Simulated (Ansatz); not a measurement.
**Rh wire along [110], 35 atoms a period: bands along the axis**

What gap, if any, does the Rh wire along [110], 35 atoms a period have, and how many channels would it open?

Calculated with Ansatz 0.2.0; DFT PBE, plane waves, PAW; relaxation of a wire's period; PAW set soft_1, in the first sound run; inputs show where later runs differ.

**1. Starting point**

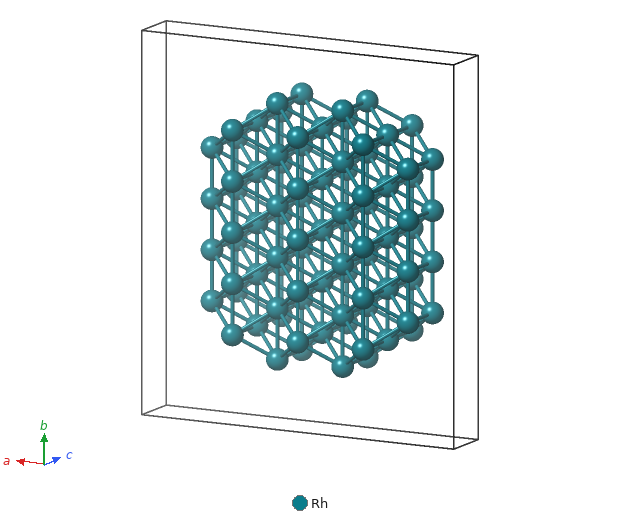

The cell as given, at a slant to the c axis (rhodium blue). 1×1×2 cells are drawn. Some periodic images of atoms are drawn too.

The cell holds 35 atoms: 35 Rh. Its edges and angles: a = 18.290 Å, b = 20.341 Å, c = 2.708 Å, α = 90.0°, β = 90.0°, γ = 90.0°. Vacuum lies along a and b. The structure's axis is c.

**2. The relaxed wire**

Band widths follow the bond lengths, so the wire is relaxed first. The atoms and the third cell vector are free; the box across stays fixed as vacuum. A Fermi-Dirac smearing is set since the result may be a metal. The pressure printed is a third of the stress's trace over the whole box, vacuum included; only the stress along the axis is relaxed.

Contents of input.yaml:

```yaml
crystal:
  lattice:
    - [18.29, 0.0, 0.0]
    - [0.0, 20.341, 0.0]
    - [0.0, 0.0, 2.7082189719]
  atoms:
    - { symbol: Rh, position: [0.290595954, 0.366861435, 0.0] }
    - { symbol: Rh, position: [0.290595954, 0.233720539, 0.0] }
    - { symbol: Rh, position: [0.290595954, 0.500002332, 0.0] }
    - { symbol: Rh, position: [0.5, 0.366861435, 0.0] }
    - { symbol: Rh, position: [0.5, 0.233720539, 0.0] }
    - { symbol: Rh, position: [0.5, 0.500002332, 0.0] }
    - { symbol: Rh, position: [0.709404046, 0.366861435, 0.0] }
    - { symbol: Rh, position: [0.709404046, 0.233720539, 0.0] }
    - { symbol: Rh, position: [0.709404046, 0.500002332, 0.0] }
    - { symbol: Rh, position: [0.185893931, 0.300290987, 0.5] }
    - { symbol: Rh, position: [0.185893931, 0.433431884, 0.5] }
    - { symbol: Rh, position: [0.185893931, 0.56657278, 0.5] }
    - { symbol: Rh, position: [0.185893931, 0.699713676, 0.5] }
    - { symbol: Rh, position: [0.395297977, 0.167150091, 0.5] }
    - { symbol: Rh, position: [0.395297977, 0.300290987, 0.5] }
    - { symbol: Rh, position: [0.395297977, 0.433431884, 0.5] }
    - { symbol: Rh, position: [0.395297977, 0.56657278, 0.5] }
    - { symbol: Rh, position: [0.395297977, 0.699713676, 0.5] }
    - { symbol: Rh, position: [0.395297977, 0.832854573, 0.5] }
    - { symbol: Rh, position: [0.604702023, 0.167150091, 0.5] }
    - { symbol: Rh, position: [0.604702023, 0.300290987, 0.5] }
    - { symbol: Rh, position: [0.604702023, 0.433431884, 0.5] }
    - { symbol: Rh, position: [0.604702023, 0.56657278, 0.5] }
    - { symbol: Rh, position: [0.604702023, 0.699713676, 0.5] }
    - { symbol: Rh, position: [0.604702023, 0.832854573, 0.5] }
    - { symbol: Rh, position: [0.814106069, 0.300290987, 0.5] }
    - { symbol: Rh, position: [0.814106069, 0.433431884, 0.5] }
    - { symbol: Rh, position: [0.814106069, 0.56657278, 0.5] }
    - { symbol: Rh, position: [0.814106069, 0.699713676, 0.5] }
    - { symbol: Rh, position: [0.290595954, 0.633143228, 0.0] }
    - { symbol: Rh, position: [0.290595954, 0.766284124, 0.0] }
    - { symbol: Rh, position: [0.5, 0.633143228, 0.0] }
    - { symbol: Rh, position: [0.5, 0.766284124, 0.0] }
    - { symbol: Rh, position: [0.709404046, 0.633143228, 0.0] }
    - { symbol: Rh, position: [0.709404046, 0.766284124, 0.0] }
kpoints:
  mp_grid: { grid: [1, 1, 30] }
scf:
  occupations: { method: fermi_dirac, width: 0.05 }
hamiltonian:
  xc: pbe
  pseudopotentials: { kind: paw, azcp: { folder: soft_1 } }
relax:
  cell: { fix: [a, b, alpha, beta, gamma] }
  max_steps: 45
  f_tol: 0.03
```

On the command line:

```
ansatz run input.yaml --threads 16 --pin off --max-ram 61440MiB --backend cuda --events-out ev --progress --plain --runs-dir out --max-vram 78GiB
```

Numbers of over 12 decimals in the logs are rounded to 6 here.

The log of the run:

```text
Engine: ansatz 0.2.0, aarch64-unknown-linux-gnu
Pseudopotentials: kind: paw
Pseudopotential: Rh, paw, valence charge 17, recommended cutoff 420 eV (normal), soft_1/Rh.paw.azcp
Functional definition: PBE
  parameter kappa = 0.804
  parameter beta = 0.066725
  exchange = pbe_x(kappa = kappa, mu = beta*pi^2/3)
  correlation = pbe_c(beta = beta)
[...]
Crystal: 35 atoms, lattice volume = 1007.557 Å³
Basis set: ecut = 420 eV, 19795 PW (Γ), exchange–correlation on 250×288×40 points (8 copies of the dense FFT grid, shifted against one another)
Bands: 357, of which v1, the nominal top of the filled ones, is band 298 counted from 1 (297 counted from 0)
Symmetry: 8 space group operations
Space group: Pmmm (ITA 47), of the structure as read, at distance tolerance 1.0e-4 Å
k-points: 16 of 30
Non-local potential: Rh, projectors of the file, l = 0: 3, l = 1: 2, l = 2: 2, l = 3: 1
PAW form: soft (Blöchl's): semilocal exchange-correlation on the pseudo side does not see the compensation charge
PAW one-centre angular grid: Rh, 590 points (default); XC on 64 Gauss nodes
Initial density: superposition of atomic densities (neutral atoms: chi_scale 0, normalization atom)
Initial wavefunctions: pseudopotential atomic-orbital guess
[...]
Functional: x = pbe(κ = 0.804, μ = 0.219515), c = pbe(β = 0.066725)
SCF iter   1: F=—  HF=-224098.633897 eV  |F-HF|=—  |Δ(HF+E_count)|=         —  Δρ=6.82e-2  dr2=6.92e1  ethr=3.10e-3  ⟨swp⟩=6.7  Hψ=19999  notcnv=0  defer=237
preconditioner: auto → LDOS  [metal: Δε(μ)=0.007 eV  Ē_g=5.199 eV  σ=0.050 eV  W_gap=0.03  n_scr=240 (ndim 8)  ℏωp=20.8 eV  f_vac=0.429  D(μ)=50.78/eV (n_scr^D=492)  β→1.0]
SCF iter   2: F=—  HF=-224110.155852 eV  |F-HF|=—  |Δ(HF+E_count)|=    1.15e1  Δρ=8.86e-2  dr2=1.01e2  ethr=3.10e-3  ⟨swp⟩=3.6  Hψ=15052  notcnv=0  defer=360
[...]
SCF iter  12: F=-224082.933574 eV  HF=-224082.933574 eV  |F-HF|=3.03e-8  |Δ(HF+E_count)|=   2.89e-8  Δρ=1.30e-6  dr2=4.49e-8  ethr=1.68e-11  ⟨swp⟩=4.2  Hψ=17535  notcnv=0
SCF 1 converged in 12 iterations: F = -224082.933574 eV  dr2 = 4.49e-8
  greatest PAW one-centre occupation: 1.000 electrons in one spin orbital (limit 2), on the Rh atom at site 5 (counted from 0), in its partial waves of l = 0
relax step   1: F+E_penalty+E_count = -224082.93357408 eV  Δ(F+E_penalty+E_count) = +0.000e0 eV  max|allowed force component| = 1.090e0 eV/Å  Δτ_max = 0.0000 Å  P = -4.083 GPa  Ω = 1007.557 Å³  fix = [a, b, alpha, beta, gamma]  reactions: a -3.654, b -4.031 GPa  (12 SCF iters, dr2 threshold 1.00e-7 eV, accepted)
[...]
Crystal: 35 atoms, lattice volume = 980.767 Å³
Basis set: ecut = 420 eV, 19291 PW (Γ), exchange–correlation on 250×288×40 points (8 copies of the dense FFT grid, shifted against one another)
[...]
SCF iter   1: F=—  HF=-224083.928505 eV  |F-HF|=—  |Δ(HF+E_count)|=         —  Δρ=2.13e-2  dr2=2.06e1  ethr=3.10e-3  ⟨swp⟩=6.0  Hψ=19088  notcnv=0  defer=301
preconditioner: auto → LDOS  [metal: Δε(μ)=0.007 eV  Ē_g=5.376 eV  σ=0.050 eV  W_gap=0.04  n_scr=228 (ndim 8)  ℏωp=21.0 eV  f_vac=0.449  D(μ)=49.90/eV (n_scr^D=484)  β→1.0]
SCF iter   2: F=—  HF=-224083.546814 eV  |F-HF|=—  |Δ(HF+E_count)|=   3.82e-1  Δρ=7.78e-3  dr2=6.57e-1  ethr=3.10e-3  ⟨swp⟩=2.0  Hψ=8153  notcnv=0  defer=355
[...]
SCF iter   8: F=-224083.436989 eV  HF=-224083.436989 eV  |F-HF|=7.03e-7  |Δ(HF+E_count)|=   2.66e-6  Δρ=1.01e-5  dr2=1.66e-6  ethr=5.88e-10  ⟨swp⟩=5.0  Hψ=20236  notcnv=0
SCF 2 converged in 8 iterations: F = -224083.436989 eV  dr2 = 1.66e-6
  greatest PAW one-centre occupation: 1.000 electrons in one spin orbital (limit 2), on the Rh atom at site 33 (counted from 0), in its partial waves of l = 0
relax step   2: F+E_penalty+E_count = -224083.43698857 eV  Δ(F+E_penalty+E_count) = -5.034e-1 eV  max|allowed force component| = 6.917e-1 eV/Å  Δτ_max = 0.1995 Å  P = +3.242 GPa  Ω = 980.767 Å³  energy of the carried Pulay correction = +8.471e-3 eV  fix = [a, b, alpha, beta, gamma]  reactions: a +2.894, b +2.446 GPa  (8 SCF iters, dr2 threshold 3.50e-6 eV, accepted)
[...]
Crystal: 35 atoms, lattice volume = 994.555 Å³
[...]
iter 1 solved again at ethr=3.55e-4 eV; its pass at ethr=3.10e-3 eV (dr2=2.11e0 eV) is discarded
[...]
SCF 3 converged in 7 iterations: F = -224083.787994 eV  dr2 = 2.00e-6
[...]
SCF 4 converged in 7 iterations: F = -224083.765134 eV  dr2 = 1.74e-7
[...]
SCF 5 converged in 10 iterations: F = -224083.798586 eV  dr2 = 1.43e-10
[...]
SCF 6 converged in 6 iterations: F = -224083.793805 eV  dr2 = 2.50e-10
[...]
SCF converged after 6 iterations
[...]
--- Relaxed structure (5 steps of the walk, 4 accepted, 1 SCFs on fresh bases) ---
  F+E_penalty+E_count = -224083.79380492 eV   max|allowed force component| = 1.883e-2 eV/Å   (the final SCF, on the basis selected at the relaxed cell)
  cell:  # Å, volume = 994.1377 Å³
    - [18.29, 0.0, 0.0]
    - [0.0, 20.341, 0.0]
    - [0.0, 0.0, 2.672148]
  atoms:
    - { symbol: Rh, position: [0.290063, 0.368857, 0.0] }
    - { symbol: Rh, position: [0.290336, 0.237159, 0.0] }
    - { symbol: Rh, position: [0.290522, 0.5, 0.0] }
    - { symbol: Rh, position: [0.5, 0.368011, 0.0] }
    - { symbol: Rh, position: [0.5, 0.231755, 0.0] }
    - { symbol: Rh, position: [0.5, 0.5, 0.0] }
    - { symbol: Rh, position: [0.709937, 0.368857, 0.0] }
    - { symbol: Rh, position: [0.709664, 0.237159, 0.0] }
    - { symbol: Rh, position: [0.709478, 0.5, 0.0] }
    - { symbol: Rh, position: [0.190557, 0.302734, 0.5] }
    - { symbol: Rh, position: [0.188259, 0.435090, 0.5] }
    - { symbol: Rh, position: [0.188259, 0.564910, 0.5] }
    - { symbol: Rh, position: [0.190557, 0.697266, 0.5] }
    - { symbol: Rh, position: [0.392629, 0.174393, 0.5] }
    - { symbol: Rh, position: [0.396337, 0.301732, 0.5] }
    - { symbol: Rh, position: [0.394703, 0.432934, 0.5] }
    - { symbol: Rh, position: [0.394703, 0.567066, 0.5] }
    - { symbol: Rh, position: [0.396337, 0.698268, 0.5] }
    - { symbol: Rh, position: [0.392629, 0.825607, 0.5] }
    - { symbol: Rh, position: [0.607371, 0.174393, 0.5] }
    - { symbol: Rh, position: [0.603663, 0.301732, 0.5] }
    - { symbol: Rh, position: [0.605297, 0.432934, 0.5] }
    - { symbol: Rh, position: [0.605297, 0.567066, 0.5] }
    - { symbol: Rh, position: [0.603663, 0.698268, 0.5] }
    - { symbol: Rh, position: [0.607371, 0.825607, 0.5] }
    - { symbol: Rh, position: [0.809443, 0.302734, 0.5] }
    - { symbol: Rh, position: [0.811741, 0.435090, 0.5] }
    - { symbol: Rh, position: [0.811741, 0.564910, 0.5] }
    - { symbol: Rh, position: [0.809443, 0.697266, 0.5] }
    - { symbol: Rh, position: [0.290063, 0.631143, 0.0] }
    - { symbol: Rh, position: [0.290336, 0.762841, 0.0] }
    - { symbol: Rh, position: [0.5, 0.631989, 0.0] }
    - { symbol: Rh, position: [0.5, 0.768245, 0.0] }
    - { symbol: Rh, position: [0.709937, 0.631143, 0.0] }
    - { symbol: Rh, position: [0.709664, 0.762841, 0.0] }
```

Run time: 13 s. Hardware: 1 × NVIDIA GB200 with 16 threads of Arm Neoverse V2, shared host; peak memory 1.6 GiB; 1.8 min of CPU time.

Relaxation path:

| step | energy less that of the first step (eV) | largest force component (eV/Å) | pressure (GPa) | volume (Å³) |
| --- | --- | --- | --- | --- |
| 1 | 0.0000 | 1.0903 | -4.08 | 1007.56 |
| 2 | -0.5034 | 0.6917 | 3.24 | 980.77 |
| 3 | -0.8544 | 0.1451 | -0.32 | 994.56 |
| 4 | -0.8316 | 0.3927 | -0.03 | 994.11 |
| 5 | -0.8650 | 0.0187 | 0.00 | 994.14 |
| 6 | -0.8602 | 0.0188 | 0.01 | 994.14 |

The log counts 1 steps on a newly chosen plane-wave basis, not all of them marked here; energy and pressure can jump at such steps. Relaxation step 4 was tried and not accepted.

The run keeps the 8 symmetry operations that it works with, so distortions that break them were not tested.

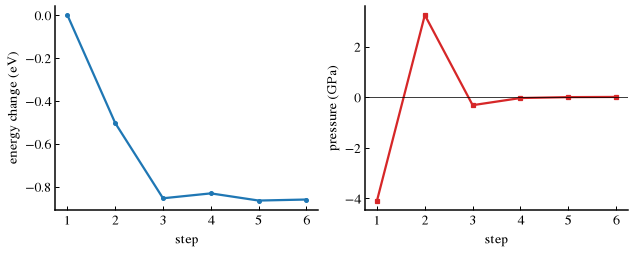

Energy and pressure along the relaxation.

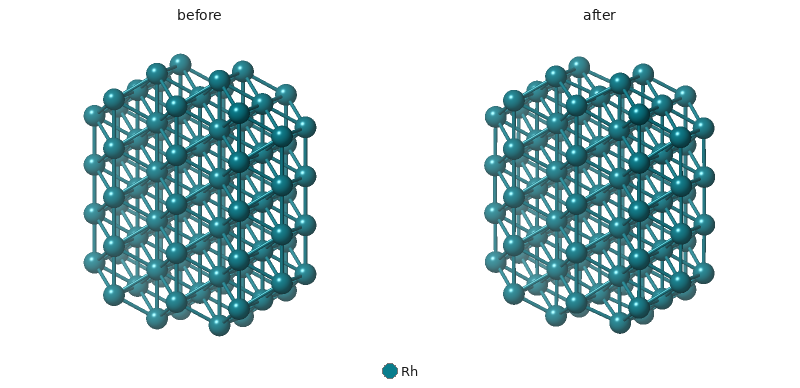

Before and after, at one scale.

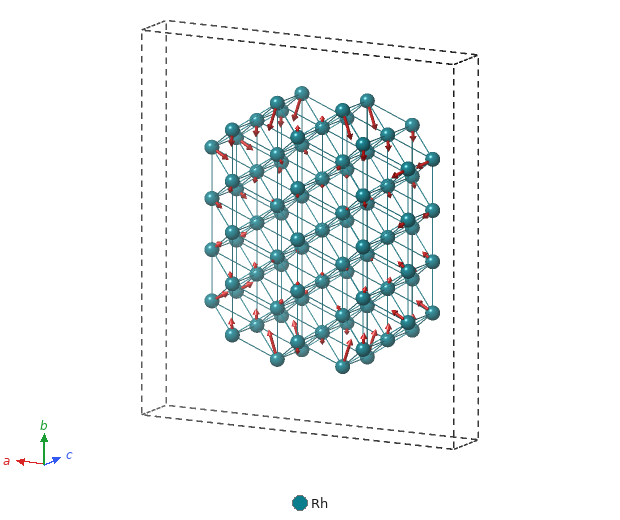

Displacements in the relaxation, exaggerated, measured against the changing cell; the longest in the cell stands for 0.16 Å. 1×1×2 cells are drawn. Some periodic images of atoms are drawn too.

| cell as run | before | after | change |
| --- | --- | --- | --- |
| c (Å) | 2.708 | 2.672 | -1.3 % |

The atoms that moved most (Å, along periodic axes as changes of fractional coordinates times the final cell, across vacuum about the mean position):

| atom | dx | dy | dz | length |
| --- | --- | --- | --- | --- |
| Rh25 | 0.049 | -0.147 | 0.000 | 0.155 |
| Rh19 | -0.049 | -0.147 | 0.000 | 0.155 |
| Rh20 | 0.049 | 0.147 | 0.000 | 0.155 |
| Rh14 | -0.049 | 0.147 | 0.000 | 0.155 |
| Rh26 | -0.085 | 0.050 | 0.000 | 0.099 |
| Rh10 | 0.085 | 0.050 | 0.000 | 0.099 |
| Rh29 | -0.085 | -0.050 | 0.000 | 0.099 |
| Rh13 | 0.085 | -0.050 | 0.000 | 0.099 |

This step gave:

- energy at zero smearing: -224083.5734 eV
- cell length along the wire: 2.672 Å

The cell's length comes to 2.672 Å with spin left out.

**3. The perfect wire**

This step: DFT PBE, plane waves, PAW; bands of a perfect wire; PAW set soft_1 (Ansatz 0.2.0).

At the relaxed period the bands are computed along the axis; those that cross an energy going forward count the channels that a perfect wire would open there.

Contents of input.yaml:

```yaml
crystal:
  lattice:
    - [18.29, 0.0, 0.0]
    - [0.0, 20.341, 0.0]
    - [0.0, 0.0, 2.6721482687]
  atoms:
    - { symbol: Rh, position: [0.290062591, 0.368857354, 0.0] }
    - { symbol: Rh, position: [0.290336013, 0.237158841, 0.0] }
    - { symbol: Rh, position: [0.29052181, 0.5, 0.0] }
    - { symbol: Rh, position: [0.5, 0.36801091, 0.0] }
    - { symbol: Rh, position: [0.5, 0.231755154, 0.0] }
    - { symbol: Rh, position: [0.5, 0.5, 0.0] }
    - { symbol: Rh, position: [0.709937409, 0.368857354, 0.0] }
    - { symbol: Rh, position: [0.709663987, 0.237158841, 0.0] }
    - { symbol: Rh, position: [0.70947819, 0.5, 0.0] }
    - { symbol: Rh, position: [0.190556607, 0.302734157, 0.5] }
    - { symbol: Rh, position: [0.18825931, 0.435089547, 0.5] }
    - { symbol: Rh, position: [0.18825931, 0.564910453, 0.5] }
    - { symbol: Rh, position: [0.190556607, 0.697265843, 0.5] }
    - { symbol: Rh, position: [0.392628682, 0.174393251, 0.5] }
    - { symbol: Rh, position: [0.396337388, 0.301732237, 0.5] }
    - { symbol: Rh, position: [0.394703415, 0.432933589, 0.5] }
    - { symbol: Rh, position: [0.394703415, 0.567066411, 0.5] }
    - { symbol: Rh, position: [0.396337388, 0.698267763, 0.5] }
    - { symbol: Rh, position: [0.392628682, 0.825606749, 0.5] }
    - { symbol: Rh, position: [0.607371318, 0.174393251, 0.5] }
    - { symbol: Rh, position: [0.603662612, 0.301732237, 0.5] }
    - { symbol: Rh, position: [0.605296585, 0.432933589, 0.5] }
    - { symbol: Rh, position: [0.605296585, 0.567066411, 0.5] }
    - { symbol: Rh, position: [0.603662612, 0.698267763, 0.5] }
    - { symbol: Rh, position: [0.607371318, 0.825606749, 0.5] }
    - { symbol: Rh, position: [0.809443393, 0.302734157, 0.5] }
    - { symbol: Rh, position: [0.81174069, 0.435089547, 0.5] }
    - { symbol: Rh, position: [0.81174069, 0.564910453, 0.5] }
    - { symbol: Rh, position: [0.809443393, 0.697265843, 0.5] }
    - { symbol: Rh, position: [0.290062591, 0.631142646, 0.0] }
    - { symbol: Rh, position: [0.290336013, 0.762841159, 0.0] }
    - { symbol: Rh, position: [0.5, 0.63198909, 0.0] }
    - { symbol: Rh, position: [0.5, 0.768244846, 0.0] }
    - { symbol: Rh, position: [0.709937409, 0.631142646, 0.0] }
    - { symbol: Rh, position: [0.709663987, 0.762841159, 0.0] }
kpoints:
  mp_grid: { grid: [1, 1, 30] }
  band_path: { path: ["Γ", Z], npoints: 90 }
scf:
  occupations: { method: fermi_dirac, width: 0.05 }
hamiltonian:
  xc: pbe
  pseudopotentials: { kind: paw, azcp: { folder: soft_1 } }
output:
  dos: { e_range: [-5, 4] }
  write_potential: true
  write_density: true
  volumetric_format: npy
```

The log of the run:

```text
[...]
Crystal: 35 atoms, lattice volume = 994.138 Å³
Basis set: ecut = 420 eV, 19559 PW (Γ)
Bands: 357, of which v1, the nominal top of the filled ones, is band 298 counted from 1 (297 counted from 0)
[... 1 set-up line as in the run before ...]
[...]
k-points: 16 of 30
[...]
SCF iter   1: F=—  HF=-224099.442392 eV  |F-HF|=—  |Δ(HF+E_count)|=         —  Δρ=6.88e-2  dr2=6.88e1  ethr=3.10e-3  ⟨swp⟩=7.0  Hψ=20386  notcnv=0  defer=243
[...]
SCF iter   6: F=—  HF=-224083.796027 eV  |F-HF|=—  |Δ(HF+E_count)|=   1.08e-4  Δρ=3.62e-4  dr2=3.80e-3  ethr=4.31e-6  ⟨swp⟩=3.3  Hψ=11186  notcnv=0  defer=382
[...]
SCF iter  10: F=—  HF=-224083.794253 eV  |F-HF|=—  |Δ(HF+E_count)|=   8.85e-7  Δρ=8.41e-6  dr2=1.12e-6  ethr=2.56e-9  ⟨swp⟩=2.1  Hψ=7863  notcnv=0  defer=382
[...]
SCF iter  12: F=-224083.794253 eV  HF=-224083.794253 eV  |F-HF|=1.40e-8  |Δ(HF+E_count)|=   3.64e-8  Δρ=1.22e-6  dr2=3.36e-8  ethr=1.68e-11  ⟨swp⟩=12.3  Hψ=17570  notcnv=0
SCF 1 converged in 12 iterations: F = -224083.794253 eV  dr2 = 3.36e-8
[...]
NSCF: frozen V_eff on 91 k-points
[...]
SCF converged after 12 iterations
[...]
```

Elapsed: 14 s, on 1 × NVIDIA GB200 with 16 threads; peak memory 3.3 GiB.

This step gave:

| Quantity | Value |
| --- | --- |
| energy at zero smearing | -224083.5738 eV |
| band gap | 0 eV |

Electronic bands along the path, in eV, zero at the Fermi level; # counts the bands kept:

| point | #45 | #46 | #47 | #48 | #49 | #50 | #51 | #52 |
| --- | --- | --- | --- | --- | --- | --- | --- | --- |
| Γ | -0.17 | -0.08 | -0.05 | -0.01 | 0.05 | 0.09 | 0.12 | 0.13 |
| Z | 0.62 | 0.62 | 0.65 | 0.67 | 0.69 | 0.70 | 0.72 | 0.75 |

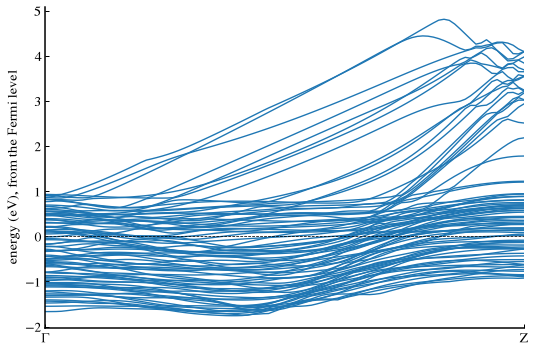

Electronic bands along the path.

Between Γ and Z the bands cross the Fermi level 34 times, so a perfect wire would conduct at least 34 G₀, with spin left out.

**4. Summary of results**

| Item | Value |
| --- | --- |
| cell length, PBE | 2.672 Å |
| ballistic conductance by band crossings, a lower bound, PBE | 34 G₀ |

What this shows: Under PBE the cell's length is 2.67 Å, and the bands cross the Fermi level 34 times between Γ and Z, which gives a perfect wire at least 34 G₀ (opposite crossings within one step of the path cancel in such a count). No spin was allowed, though thin wires with open d shells can turn magnetic.

[Logs are printed without paths, hosts, clocks, repeated set-up lines and the standing remarks that a program may print on its own settings, such as how far it seeks lower states.]

[Hosts, paths, dates, database ids (printed as entryN), source tags and the programs' standing remarks are cut or masked in the printed files.]
